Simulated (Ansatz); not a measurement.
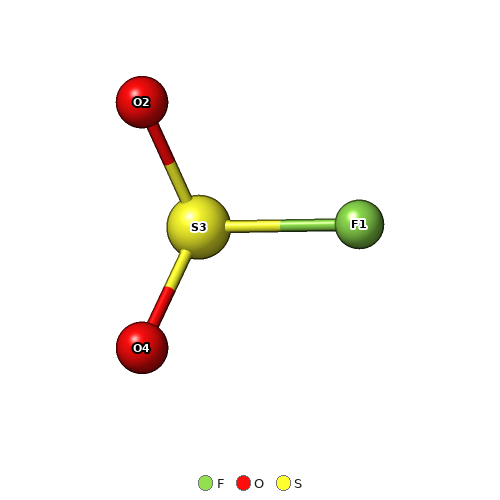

The system is FO2S, charge −1; the picture shows the reference structure. 
- The turn is about an axis along (0.84, 0.46, 0.29) in the frame of the relaxed pair, normal to the line between the partners.
- Coordinates scanned: (1) distance S3···F1; (2) turn of F1 about S3.
- The scan uses a 15 × 15 grid; 118 points were computed and 103 follow by symmetry. At 4 points there is no value (left out of the scan, as a rule where atoms come close).
- Points are written as (first, second).
- Energies: kcal/mol, counted from the lowest grid point.
- Energies and slopes of some neighbouring points disagree (a jump in structure or state, or too coarse a mesh).
- Level of theory: Ansatz, RKS PBE0-D4/def2-SVPD.

Its coordinates:

```yaml
atoms:
  - { symbol: F, position_ang: [0.0780, -0.0279, -1.5246] }
  - { symbol: O, position_ang: [-0.4125, 1.2164, 0.6207] }
  - { symbol: S, position_ang: [-0.4134, -0.2103, 0.1837] }
  - { symbol: O, position_ang: [0.7479, -0.9782, 0.7202] }
```

Range: distance S3···F1 from 1.501 to 2.901 Å; turn of F1 about S3 from −90.0 to 90.0°.

### What landscape does the calculation give?

The lowest grid point is at (1.832 Å, 0.0°). The highest grid point, (1.593 Å, −90.0°), lies 603 kcal/mol above the lowest.

| turn of F1 about S3 ↓, distance S3···F1 → | 1.501 | 1.536 | 1.593 | 1.663 | 1.743 | 1.832 | 1.929 | 2.031 | 2.141 | 2.255 | 2.375 | 2.500 | 2.629 | 2.763 | 2.901 |
| --- | --- | --- | --- | --- | --- | --- | --- | --- | --- | --- | --- | --- | --- | --- | --- |
| 90.0 | – | – | 603 | 510 | 417 | 331 | 261 | 211 | 179 | 163 | 157 | 146 | 126 | 105 | 88 |
| 77.1 | 450 | 418 | 371 | 320 | 271 | 229 | 196 | 172 | 155 | 139 | 122 | 105 | 90 | 78 | 69 |
| 64.3 | 334 | 314 | 284 | 253 | 222 | 193 | 165 | 140 | 118 | 100 | 85 | 73 | 65 | 60 | 57 |
| 51.4 | 246 | 229 | 204 | 177 | 151 | 126 | 105 | 87 | 74 | 63 | 56 | 52 | 50 | 49 | 48 |
| 38.6 | 121 | 110 | 95 | 81 | 68 | 57 | 49 | 43 | 39 | 37 | 37 | 37 | 38 | 40 | 42 |
| 25.7 | 56 | 48 | 39 | 31 | 25 | 21 | 20 | 19 | 20 | 22 | 25 | 27 | 30 | 33 | 36 |
| 12.9 | 26 | 21 | 14 | 9 | 6 | 5 | 6 | 8 | 11 | 14 | 18 | 22 | 26 | 30 | 33 |
| 0.0 | 18 | 12 | 6 | 2 | 0 | 0 | 2 | 4 | 8 | 12 | 16 | 20 | 24 | 28 | 32 |
| −12.9 | 26 | 21 | 14 | 9 | 6 | 5 | 6 | 8 | 11 | 14 | 18 | 22 | 26 | 30 | 33 |
| −25.7 | 56 | 48 | 39 | 31 | 25 | 21 | 20 | 19 | 20 | 22 | 25 | 27 | 30 | 33 | 36 |
| −38.6 | 121 | 110 | 95 | 81 | 68 | 57 | 49 | 43 | 39 | 37 | 37 | 37 | 38 | 40 | 42 |
| −51.4 | 246 | 229 | 204 | 177 | 151 | 126 | 105 | 87 | 74 | 63 | 56 | 52 | 50 | 49 | 48 |
| −64.3 | 334 | 314 | 284 | 253 | 222 | 193 | 165 | 140 | 118 | 100 | 85 | 73 | 65 | 60 | 57 |
| −77.1 | 450 | 418 | 371 | 320 | 271 | 229 | 196 | 172 | 155 | 139 | 122 | 105 | 90 | 78 | 69 |
| −90.0 | – | – | 603 | 510 | 417 | 331 | 261 | 211 | 179 | 163 | 157 | 146 | 126 | 105 | 88 |

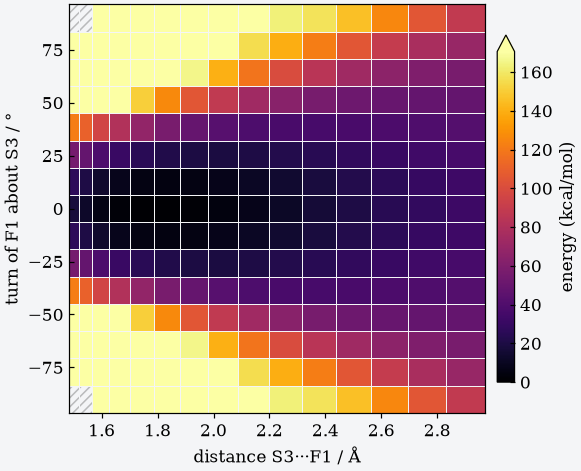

The picture shows one coloured cell a grid point, one colour for all values above the top of the scale, hatched blanks where no value was computed.

The whole map (118 points run) took 5.5 min on 1 thread of Arm Neoverse V2 (shared host).
